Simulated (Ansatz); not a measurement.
| atom | x (Å) | y (Å) | z (Å) |
| --- | --- | --- | --- |
| C | -0.7767 | 0.2113 | -0.2143 |
| P | -0.5290 | 1.4386 | 1.0137 |
| Si | 0.8210 | -0.1061 | 0.4291 |
| H | -1.6143 | -0.0045 | -0.8897 |
| H | 1.9967 | -0.9966 | 0.3244 |

Geometry: r2SCAN-D4/def2-SVP.

Level of theory: Ansatz 0.2.0, isolated molecule in a Gaussian basis; Kohn-Sham density functional theory, functional PBE0.

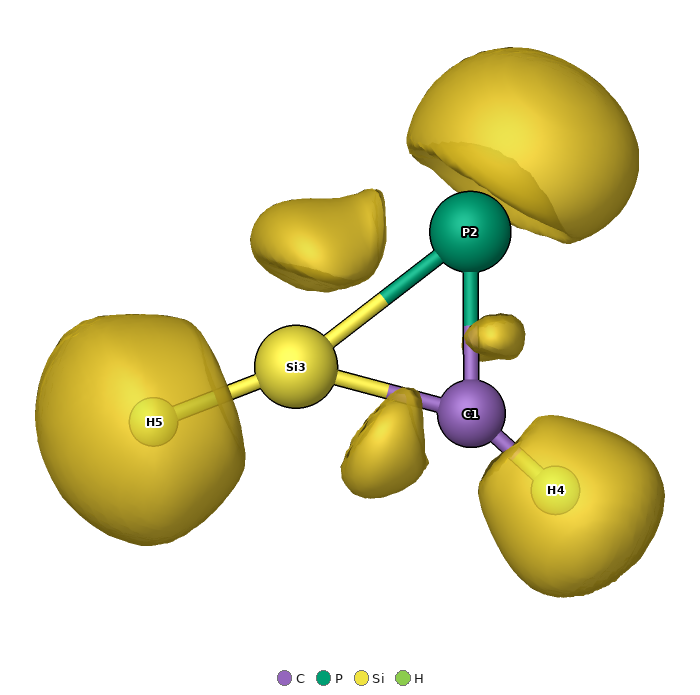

CH$_{2}$PSi (charge +1). Isosurface of the electron localisation function at 0.85 (yellow), seen across its widest extent. Core shells and regions of very low density are left out.

Q: Where are the electrons localised?

A: The surface consists of one region between bonded C–P atoms (shared pairs), one region between bonded C–Si atoms (shared pairs), two regions around hydrogen nuclei, one lobe on P, pointing away from the bonds (lone pairs) and one lobe on Si, pointing away from the bonds (lone pairs).

Values along the shortest contacts:
C–Si (1.75 Å): the ELF peaks at about 0.90 between the atoms (a covalent bond). C–P (1.75 Å): the ELF peaks at about 0.90 between the atoms: a covalent bond.
